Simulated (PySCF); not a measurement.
```xyz
2

Cu    0.0000    0.0000   -0.3928
F     0.0000    0.0000    1.3012
```

The calculation used PySCF, PBE0/def2-TZVPPD, non-relativistic Hamiltonian with scalar-relativistic core potentials where named, at a bond length of 1.694 Å.

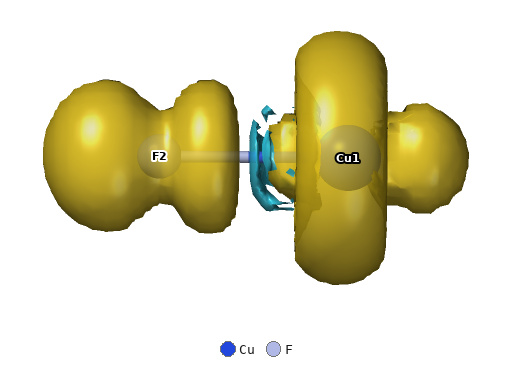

CuF (charge +1, doublet). Isosurfaces of the spin density at +0.02 (yellow) and −0.02 e/Å³ (cyan), seen from one side.

> Where is the unpaired spin?

The unpaired spin (1 electron) lies mostly on Cu1 (about 0.7) and F2 (about 0.3), in electrons by Hirshfeld's partition.
